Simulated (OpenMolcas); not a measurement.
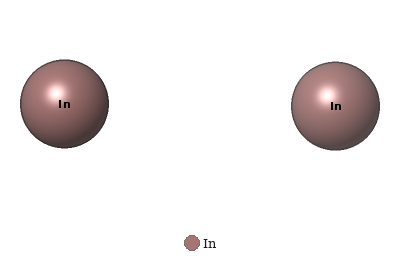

Fig. 1: The molecule at the reference distance of 3.602 Å.

# Run report: In₂⁺, relativistic diatomic calculation (part 1 of 2)

- system: In₂⁺.
- method: SA-CASSCF(5,8)/XMS-CASPT2 + RASSI spin-orbit (X2C scalar, AMFI), ANO-RCC-VDZP (OpenMolcas)

**The input**
```
&GATEWAY
Coord
2
angstrom
In 0.0 0.0 0.0
In 0.0 0.0 3.6020
Basis=ANO-RCC-VDZP
Group=XY
RX2C
AMFI
ANGMom
0.0 0.0 0.0
RICD
&SEWARD
&GUESSORB
&RASSCF
FileOrb=$CurrDir/o21.orb
Symmetry=1
Spin=2
nActEl=5 0 0
Inactive=26 20
RAS2=4 4
CIRoot=2 2 1
Linear
Iterations=120 100
OrbListing=Nothing
PRWF=0.15
>>COPY $Project.RasOrb $CurrDir/o21.orb
>>COPY $Project.rasscf.h5 $CurrDir/r21.h5
&CASPT2
XMultistate=all
Imaginary=0.2
IPEA=0.25
MaxIter=40
>>COPY $Project.JobMix JOB001
&RASSCF
FileOrb=$CurrDir/o22.orb
Symmetry=2
Spin=2
nActEl=5 0 0
Inactive=26 20
RAS2=4 4
CIRoot=4 4 1
Linear
Iterations=120 100
OrbListing=Nothing
PRWF=0.15
>>COPY $Project.RasOrb $CurrDir/o22.orb
>>COPY $Project.rasscf.h5 $CurrDir/r22.h5
&CASPT2
XMultistate=all
Imaginary=0.2
IPEA=0.25
MaxIter=40
>>COPY $Project.JobMix JOB002
&RASSCF
FileOrb=$CurrDir/o42.orb
Symmetry=2
Spin=4
nActEl=5 0 0
Inactive=26 20
RAS2=4 4
CIRoot=4 4 1
Linear
Iterations=120 100
OrbListing=Nothing
PRWF=0.15
>>COPY $Project.RasOrb $CurrDir/o42.orb
>>COPY $Project.rasscf.h5 $CurrDir/r42.h5
&CASPT2
XMultistate=all
Imaginary=0.2
IPEA=0.25
MaxIter=40
>>COPY $Project.JobMix JOB003
&RASSCF
FileOrb=$CurrDir/o41.orb
Symmetry=1
Spin=4
nActEl=5 0 0
Inactive=26 20
RAS2=4 4
CIRoot=2 2 1
Linear
Iterations=120 100
OrbListing=Nothing
PRWF=0.15
>>COPY $Project.RasOrb $CurrDir/o41.orb
>>COPY $Project.rasscf.h5 $CurrDir/r41.h5
&CASPT2
XMultistate=all
Imaginary=0.2
IPEA=0.25
MaxIter=40
>>COPY $Project.JobMix JOB004
&RASSI
Nr of JobIphs=4 2 4 4 2
1 2
1 2 3 4
1 2 3 4
1 2
SpinOrbit
EJob
Omega
MEES
MESO
Properties=4
'AngMom' 3 'Mltpl  1' 1 'Mltpl  1' 2 'Mltpl  1' 3
Thrs=1.0d-4
>>COPY $Project.rassi.h5 $CurrDir/so.h5
```

The first orbital files come from an earlier step.

Hardware: 1 thread of Arm Neoverse V1, 24 GiB of memory available, shared host.

Command:
```bash
pymolcas m.inp (one call a module block, same work directory)
```

**Log (extracts)**
```
++    Wave function specifications:
      Number of closed shell electrons          92
      Number of electrons in active shells       5
      Number of inactive orbitals               46
      Number of active orbitals                  8
      Number of secondary orbitals              32
      Spin quantum number                      0.5
      State symmetry                             1
++    Orbital specifications:
      Symmetry species                           1   2
                                                 a   b
      Frozen orbitals                            0   0
      Inactive orbitals                         26  20
      Active orbitals                            4   4
      RAS2 orbitals                              4   4
      Secondary orbitals                        16  16
      Number of basis functions                 46  40
      printout of CI-coefficients larger than  0.15 for root  1
      energy=  -11756.291018
      conf/sym  1111 2222     Coeff  Weight
             4  220u 0000  -0.95863 0.91898
      printout of CI-coefficients larger than  0.15 for root  2
      energy=  -11756.180461
      conf/sym  1111 2222     Coeff  Weight
             1  22u0 0000   0.89185 0.79539
            14  u202 0000  -0.35580 0.12660
      Natural orbitals and occupation numbers for root  1
      sym 1:   1.911222   1.940715   0.024713   1.000402
      sym 2:   0.029419   0.029419   0.032055   0.032055
      Natural orbitals and occupation numbers for root  2
      sym 1:   1.793174   1.929874   0.866342   0.287414
      sym 2:   0.028218   0.028218   0.033380   0.033380
      RASSCF energy for state  2                 -11756.18046056
::    RASSCF root number  1 Total energy: -11756.29101820
::    RASSCF root number  2 Total energy: -11756.18046056
      Von Neumann Entropy (Root   1) =  1.05318
++    Wave function specifications:
      Number of closed shell electrons          20
      Number of electrons in active shells       5
      Number of inactive orbitals               10
      Number of active orbitals                  8
      Number of secondary orbitals              32
      Spin quantum number                      0.5
      State symmetry                             1
      Number of CSFs                           504
      Number of CASSCF root(s) available         2
      CASPT2 state passed to geometry opt.       2
      A file JOBMIX will be created
      This is a MULTI-STATE CASSCF reference
      Number of CI roots used                    2
      These are:                                 1   2
      Off-diagonal elements of Heff are computed
  FINAL CASPT2 RESULT:
      Reference energy:      -11756.2910181976
      E2 (Non-variational):      -0.7009005369
      Shift correction:          -0.0013093111
      E2 (Variational):          -0.7022098480
      Total energy:          -11756.9932280455
      Reference weight:           0.87835
  FINAL CASPT2 RESULT:
      Reference energy:      -11756.1804605572
      E2 (Non-variational):      -0.6992616284
      Shift correction:          -0.0013607881
      E2 (Variational):          -0.7006224165
      Total energy:          -11756.8810829736
      Reference weight:           0.87813
       Total XMS-CASPT2 energies:
::    XMS-CASPT2 Root  1     Total energy: -11756.99322805
::    XMS-CASPT2 Root  2     Total energy: -11756.88108297
++    Wave function specifications:
      Number of closed shell electrons          92
      Number of electrons in active shells       5
      Number of inactive orbitals               46
      Number of active orbitals                  8
      Number of secondary orbitals              32
      Spin quantum number                      0.5
      State symmetry                             2
      printout of CI-coefficients larger than  0.15 for root  1
      energy=  -11756.260717
      conf/sym  1111 2222     Coeff  Weight
             4  2200 000u  -0.95678 0.91543
      printout of CI-coefficients larger than  0.15 for root  2
      energy=  -11756.260717
      conf/sym  1111 2222     Coeff  Weight
             3  2200 00u0   0.95678 0.91543
      printout of CI-coefficients larger than  0.15 for root  3
      energy=  -11756.219994
      conf/sym  1111 2222     Coeff  Weight
             1  2200 u000  -0.94620 0.89529
      printout of CI-coefficients larger than  0.15 for root  4
      energy=  -11756.219994
      conf/sym  1111 2222     Coeff  Weight
             2  2200 0u00  -0.94620 0.89529
      Natural orbitals and occupation numbers for root  1
      sym 1:   1.906062   1.940950   0.021611   0.058106
      sym 2:   0.023817   0.035189   0.026382   0.987884
      Natural orbitals and occupation numbers for root  2
      sym 1:   1.906062   1.940950   0.021611   0.058106
      sym 2:   0.035189   0.023817   0.987884   0.026382
      Natural orbitals and occupation numbers for root  3
      sym 1:   1.891545   1.935108   0.020597   0.077576
      sym 2:   0.970017   0.023330   0.055842   0.025986
      Natural orbitals and occupation numbers for root  4
      sym 1:   1.891545   1.935108   0.020597   0.077576
      sym 2:   0.023330   0.970017   0.025986   0.055842
      RASSCF energy for state  4                 -11756.21999418
::    RASSCF root number  1 Total energy: -11756.26071666
::    RASSCF root number  2 Total energy: -11756.26071666
::    RASSCF root number  3 Total energy: -11756.21999418
::    RASSCF root number  4 Total energy: -11756.21999418
      Von Neumann Entropy (Root   1) =  1.09067
++    Wave function specifications:
      Number of closed shell electrons          20
      Number of electrons in active shells       5
      Number of inactive orbitals               10
      Number of active orbitals                  8
      Number of secondary orbitals              32
      Spin quantum number                      0.5
      State symmetry                             2
      Number of CSFs                           504
      Number of CASSCF root(s) available         4
      CASPT2 state passed to geometry opt.       4
      A file JOBMIX will be created
      This is a MULTI-STATE CASSCF reference
      Number of CI roots used                    4
      These are:                                 1   2   3   4
      Off-diagonal elements of Heff are computed
  FINAL CASPT2 RESULT:
      Reference energy:      -11756.2607166556
      E2 (Non-variational):      -0.7063580645
      Shift correction:          -0.0015139513
      E2 (Variational):          -0.7078720158
      Total energy:          -11756.9685886715
      Reference weight:           0.87489
  FINAL CASPT2 RESULT:
      Reference energy:      -11756.2607166556
      E2 (Non-variational):      -0.7063580645
      Shift correction:          -0.0015139513
      E2 (Variational):          -0.7078720158
      Total energy:          -11756.9685886715
      Reference weight:           0.87489
  FINAL CASPT2 RESULT:
      Reference energy:      -11756.2199941848
      E2 (Non-variational):      -0.7072434459
      Shift correction:          -0.0014832830
      E2 (Variational):          -0.7087267289
      Total energy:          -11756.9287209137
      Reference weight:           0.87482
  FINAL CASPT2 RESULT:
      Reference energy:      -11756.2199941848
      E2 (Non-variational):      -0.7072434459
      Shift correction:          -0.0014832830
      E2 (Variational):          -0.7087267289
      Total energy:          -11756.9287209137
      Reference weight:           0.87482
       Total XMS-CASPT2 energies:
::    XMS-CASPT2 Root  1     Total energy: -11756.96858867
::    XMS-CASPT2 Root  2     Total energy: -11756.96858867
::    XMS-CASPT2 Root  3     Total energy: -11756.92872091
::    XMS-CASPT2 Root  4     Total energy: -11756.92872091
++    Wave function specifications:
      Number of closed shell electrons          92
      Number of electrons in active shells       5
      Number of inactive orbitals               46
      Number of active orbitals                  8
      Number of secondary orbitals              32
      Spin quantum number                      1.5
      State symmetry                             2
      printout of CI-coefficients larger than  0.15 for root  1
      energy=  -11756.149084
      conf/sym  1111 2222     Coeff  Weight
             4  2uu0 000u   0.17713 0.03138
            14  2u0u 0u00   0.39126 0.15308
            20  u20u 000u   0.88129 0.77666
      printout of CI-coefficients larger than  0.15 for root  2
      energy=  -11756.149084
      conf/sym  1111 2222     Coeff  Weight
             3  2uu0 00u0   0.17713 0.03138
            13  2u0u u000   0.39126 0.15308
            19  u20u 00u0   0.88129 0.77666
      printout of CI-coefficients larger than  0.15 for root  3
      energy=  -11756.132697
      conf/sym  1111 2222     Coeff  Weight
            15  2u0u 00u0   0.67851 0.46037
            17  u20u u000   0.68556 0.46999
      printout of CI-coefficients larger than  0.15 for root  4
      energy=  -11756.132697
      conf/sym  1111 2222     Coeff  Weight
            16  2u0u 000u  -0.67851 0.46037
            18  u20u 0u00  -0.68556 0.46999
      Natural orbitals and occupation numbers for root  1
      sym 1:   1.165621   1.765758   0.047903   0.970342
      sym 2:   0.012638   0.176610   0.014753   0.846376
      Natural orbitals and occupation numbers for root  2
      sym 1:   1.165621   1.765758   0.047903   0.970342
      sym 2:   0.176610   0.012638   0.846376   0.014753
      Natural orbitals and occupation numbers for root  3
      sym 1:   1.450169   1.473062   0.044455   0.974984
      sym 2:   0.510688   0.014435   0.517160   0.015047
      Natural orbitals and occupation numbers for root  4
      sym 1:   1.450170   1.473062   0.044455   0.974984
      sym 2:   0.014435   0.510687   0.015047   0.517160
      RASSCF energy for state  4                 -11756.13269702
::    RASSCF root number  1 Total energy: -11756.14908406
::    RASSCF root number  2 Total energy: -11756.14908406
::    RASSCF root number  3 Total energy: -11756.13269702
::    RASSCF root number  4 Total energy: -11756.13269702
      Von Neumann Entropy (Root   1) =  2.18043
++    Wave function specifications:
      Number of closed shell electrons          20
      Number of electrons in active shells       5
      Number of inactive orbitals               10
      Number of active orbitals                  8
      Number of secondary orbitals              32
      Spin quantum number                      1.5
      State symmetry                             2
      Number of CSFs                           252
      Number of CASSCF root(s) available         4
      CASPT2 state passed to geometry opt.       4
      A file JOBMIX will be created
      This is a MULTI-STATE CASSCF reference
      Number of CI roots used                    4
      These are:                                 1   2   3   4
      Off-diagonal elements of Heff are computed
  FINAL CASPT2 RESULT:
      Reference energy:      -11756.1490840591
      E2 (Non-variational):      -0.6820634656
      Shift correction:          -0.0012564780
      E2 (Variational):          -0.6833199436
      Total energy:          -11756.8324040026
      Reference weight:           0.88277
  FINAL CASPT2 RESULT:
      Reference energy:      -11756.1490840584
      E2 (Non-variational):      -0.6820634660
      Shift correction:          -0.0012564780
      E2 (Variational):          -0.6833199440
      Total energy:          -11756.8324040025
      Reference weight:           0.88277
  FINAL CASPT2 RESULT:
      Reference energy:      -11756.1326970210
      E2 (Non-variational):      -0.6835052694
      Shift correction:          -0.0012948576
      E2 (Variational):          -0.6848001270
      Total energy:          -11756.8174971480
      Reference weight:           0.88217
  FINAL CASPT2 RESULT:
      Reference energy:      -11756.1326970201
      E2 (Non-variational):      -0.6835052696
      Shift correction:          -0.0012948576
      E2 (Variational):          -0.6848001271
      Total energy:          -11756.8174971472
      Reference weight:           0.88217
       Total XMS-CASPT2 energies:
::    XMS-CASPT2 Root  1     Total energy: -11756.83240400
::    XMS-CASPT2 Root  2     Total energy: -11756.83240400
::    XMS-CASPT2 Root  3     Total energy: -11756.81749715
::    XMS-CASPT2 Root  4     Total energy: -11756.81749715
++    Wave function specifications:
      Number of closed shell electrons          92
      Number of electrons in active shells       5
      Number of inactive orbitals               46
      Number of active orbitals                  8
      Number of secondary orbitals              32
      Spin quantum number                      1.5
      State symmetry                             1
      printout of CI-coefficients larger than  0.15 for root  1
      energy=  -11756.127870
      conf/sym  1111 2222     Coeff  Weight
             6  2u00 u0u0   0.33184 0.11012
             9  2u00 0u0u   0.33184 0.11012
            16  u200 00uu  -0.85624 0.73314
      printout of CI-coefficients larger than  0.15 for root  2
      energy=  -11756.114630
      conf/sym  1111 2222     Coeff  Weight
             5  2u00 uu00  -0.20722 0.04294
            10  2u00 00uu  -0.67270 0.45252
            12  u200 u0u0   0.47817 0.22864
            15  u200 0u0u   0.47817 0.22864
      Natural orbitals and occupation numbers for root  1
      sym 1:   1.197339   1.723574   0.011641   0.028093
      sym 2:   0.134779   0.134779   0.884897   0.884897
      Natural orbitals and occupation numbers for root  2
      sym 1:   1.470803   1.443519   0.012239   0.025799
      sym 2:   0.302292   0.302292   0.721528   0.721528
      RASSCF energy for state  2                 -11756.11463012
::    RASSCF root number  1 Total energy: -11756.12786953
::    RASSCF root number  2 Total energy: -11756.11463012
      Von Neumann Entropy (Root   1) =  2.32319
++    Wave function specifications:
      Number of closed shell electrons          20
      Number of electrons in active shells       5
      Number of inactive orbitals               10
      Number of active orbitals                  8
      Number of secondary orbitals              32
      Spin quantum number                      1.5
      State symmetry                             1
      Number of CSFs                           252
      Number of CASSCF root(s) available         2
      CASPT2 state passed to geometry opt.       2
      A file JOBMIX will be created
      This is a MULTI-STATE CASSCF reference
      Number of CI roots used                    2
      These are:                                 1   2
      Off-diagonal elements of Heff are computed
  FINAL CASPT2 RESULT:
      Reference energy:      -11756.1278695306
      E2 (Non-variational):      -0.6796564773
      Shift correction:          -0.0012203620
      E2 (Variational):          -0.6808768393
      Total energy:          -11756.8087463700
      Reference weight:           0.88364
  FINAL CASPT2 RESULT:
      Reference energy:      -11756.1146301205
      E2 (Non-variational):      -0.6798484677
      Shift correction:          -0.0012577925
      E2 (Variational):          -0.6811062602
      Total energy:          -11756.7957363808
      Reference weight:           0.88340
       Total XMS-CASPT2 energies:
::    XMS-CASPT2 Root  1     Total energy: -11756.80874637
::    XMS-CASPT2 Root  2     Total energy: -11756.79573638
  SPIN-FREE ENERGIES:
  (Shifted by EMIN (a.u.) =     -11756.9932280455)
 SF State       Relative EMIN(au)   Rel lowest level(eV)    D:o, cm**(-1)      Abs_M
     1             0.0000000000        0.0000000000              0.0000         0.0
     3             0.0246393741        0.6704715243           5407.7175         1.0
     4             0.0246393741        0.6704715243           5407.7175         1.0
     5             0.0645071318        1.7553284792          14157.6790         1.0
     6             0.0645071318        1.7553284792          14157.6790         1.0
     2             0.1121450719        3.0516228674          24612.9983         0.0
     7             0.1608240429        4.3762451482          35296.7975         1.0
     8             0.1608240429        4.3762451482          35296.7975         1.0
     9             0.1757308975        4.7818813279          38568.4740         1.0
    10             0.1757308983        4.7818813492          38568.4741         1.0
    11             0.1844816756        5.0200021289          40489.0477         0.0
    12             0.1974916648        5.3740219704          43344.4103         0.0
```

(Continued in part 2.) Outcome of the run: converged.
